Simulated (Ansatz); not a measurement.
Al₃Si₂I

The calculation's input:

```
crystal:
  lattice:
    - [8.3053600108, 0.0, 0.0]
    - [0.0, 2.1037940686, 3.6969688068]
    - [0.0, -2.1037940686, 3.6969688068]
  atoms:
    - { symbol: Al, position: [0.0, 0.2132549432, 0.2132549432] }
    - { symbol: Al, position: [0.8083516171, 0.8774060218, 0.8774060218] }
    - { symbol: Al, position: [0.1916483829, 0.8774060218, 0.8774060218] }
    - { symbol: Si, position: [0.1418617125, 0.5431557007, 0.5431557007] }
    - { symbol: Si, position: [0.8581382875, 0.5431557007, 0.5431557007] }
    - { symbol: I, position: [0.5, 0.7715858217, 0.7715858217] }
basis:
  ecutwfc: 420
kpoints:
  mp_grid: { grid: [4, 8, 8] }
hamiltonian:
  xc: pbe
scf:
  occupations: { method: gaussian, width: 0.1 }
output:
  forces: true
  stress: true
  eigenvalues: true
  write_density: true
  write_potential: true
  elf: true
  volumetric_format: npy
relax:
  adjacent_minimum: "off"
  f_tol: 0.01
  max_steps: 30
  cell: { stress_tol: 0.1, fix: [volume] }
```

Launched as:

```sh
ansatz run input.yaml --threads 1 --pin off --max-ram 2560MiB --backend cpu --events-out ev --progress --plain --runs-dir out
```

Below, planes, directions and counts refer to the conventional cell (a = 8.27 Å, b = 4.21 Å, c = 7.41 Å, α = 90.00°, β = 90.00°, γ = 90.00°).

The fields are those of the relaxed geometry.

Space group Amm2; a generated structure, not necessarily the stable one; changed on purpose from its base cell (volume × 0.91, shape and atoms relaxed); computed pressure about 5 GPa in this cell.

Computed with DFT PBE, scalar-relativistic, plane waves, PAW in Ansatz 0.2.0.

Q: What will maps of the valence pseudo-density and electron localisation function show?

A: Si–Si (2.37 Å): ρ is about 0.51 e/Å³ halfway; the ELF peaks at about 0.90 between the atoms.
Al–I (2.68 Å): ρ at the midpoint is about 0.39 e/Å³; the ELF peaks at about 0.75 in the valence shell of I, 1.4 Å from its nucleus, and is about 0.75 at the midpoint.
Al–Si (2.72 Å): ρ at the midpoint is about 0.26 e/Å³; the ELF peaks at about 0.60 in the valence shell of Si, 1.0 Å from its nucleus, and is about 0.55 at the midpoint.

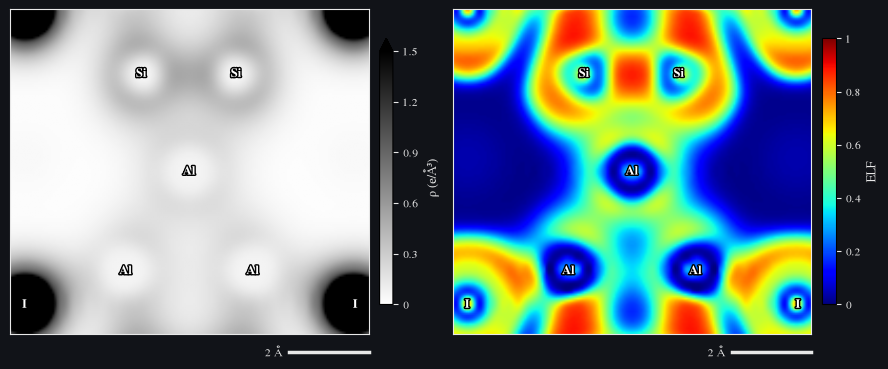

Computed valence pseudo-density and electron localisation function on the (010) plane of the conventional cell, in this order. 

The density is the valence pseudo-density of a PAW calculation; it isn't the true density close to the nuclei.
